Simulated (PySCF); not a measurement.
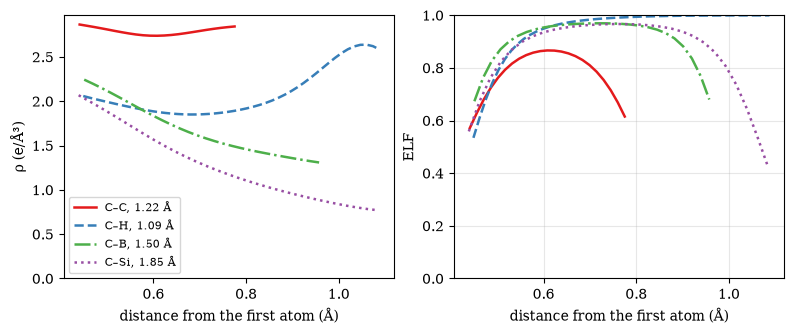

*C3H7BSi (SMILES CBC#C[SiH3]). Electron density and ELF along straight lines between neighbouring atoms. The curves leave out the atomic cores.*

Geometry: GFN2-xTB.

The calculation used PySCF, PBE0/pcSseg-1, SCF density, gas phase, non-relativistic.

```xyz
12

C     2.5697   -0.1349    0.1629
B     1.3835    0.1632   -0.8295
C    -0.0318    0.1039   -0.3303
C    -1.1755    0.0579    0.0795
Si   -2.9102   -0.0147    0.7086
H     3.4873   -0.4395   -0.3346
H     2.7973    0.7861    0.7031
H     2.3225   -0.8772    0.9192
H     1.5845    0.4653   -1.9455
H    -3.2913   -1.4269    0.8005
H    -3.7872    0.6971   -0.2251
H    -2.9476    0.6191    2.0300
```

**What can be read from the curves?**

C–C (1.22 Å): ρ is about 2.7 e/Å³ halfway; the ELF peaks at about 0.85 between the atoms: a multiple bond.
C–H (1.09 Å): ρ is about 1.9 e/Å³ halfway; the ELF climbs to about 1 towards the hydrogen, as it does in any bond to H: an ordinary covalent bond to hydrogen.
C–B (1.50 Å): the density is about 1.5 e/Å³ at the midpoint; the ELF peaks at about 0.95 between the atoms, as expected for localised, covalent bonding.
C–Si (1.85 Å): ρ at the midpoint is about 0.93 e/Å³; the ELF peaks at about 0.95 between the atoms (a shared electron pair).
